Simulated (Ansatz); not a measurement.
System: CH₇BOSi (SMILES OCB[SiH3]).

Input file:

```
crystal:
  periodic: [false, false, false]
  atoms:
    - {symbol: O, position_ang: [-0.815837, 1.879742, -1.401239]}
    - {symbol: C, position_ang: [-0.395520, 1.119073, -0.290021]}
    - {symbol: B, position_ang: [0.013379, -0.336570, -0.618368]}
    - {symbol: Si, position_ang: [0.639563, -1.584435, 0.836878]}
    - {symbol: H, position_ang: [-1.047003, 2.762990, -1.104068]}
    - {symbol: H, position_ang: [-1.174874, 1.063286, 0.494858]}
    - {symbol: H, position_ang: [0.464190, 1.583468, 0.231091]}
    - {symbol: H, position_ang: [-0.041816, -0.734984, -1.745839]}
    - {symbol: H, position_ang: [0.674596, -0.959585, 2.190123]}
    - {symbol: H, position_ang: [2.010914, -2.079532, 0.524309]}
    - {symbol: H, position_ang: [-0.261993, -2.770552, 0.903075]}
basis:
  gaussian: {orbitals: def2-TZVPP}
hamiltonian: {xc: pbe0, dispersion: d4}
output: {orbitals: {seedname: orbitals}}
```

Run with:

```sh
ansatz run in.yaml --threads 2 --pin off --events-out ev --progress --plain --max-ram 4352MiB
```

Geometry: PBE0-D4/def2-TZVP.

Computed with RKS PBE0-D4/def2-TZVPP (Ansatz 0.2.0).

### What will maps of the electron density and electron localisation function show?

C–O (1.41 Å): ρ is about 2.1 e/Å³ halfway, with its minimum of 1.8 e/Å³ about 0.5 Å from C; the ELF peaks at about 0.90 between the atoms; a shared but strongly polarised pair.
C–B (1.55 Å): the density is about 1.5 e/Å³ at the midpoint; the ELF peaks at about 1 between the atoms; a shared electron pair.
Si–B (2.02 Å): the density is about 0.8 e/Å³ at the midpoint; the ELF peaks at about 1 between the atoms; a covalent bond.
O–H (0.96 Å): the density is about 3.8 e/Å³ at the midpoint; the ELF climbs to about 1 towards the hydrogen, as it does in any bond to H (an ordinary covalent bond to hydrogen).

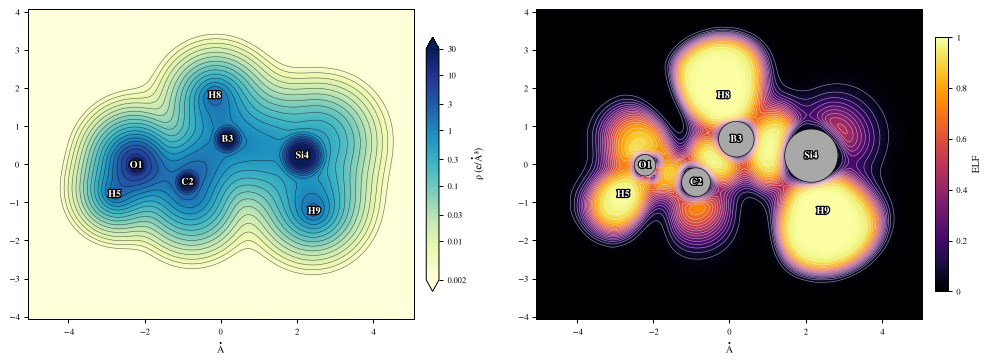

Computed electron density and electron localisation function on the plane of atoms B3, Si4 and H9, in this order. Grey discs cover the atomic cores in the ELF map. 
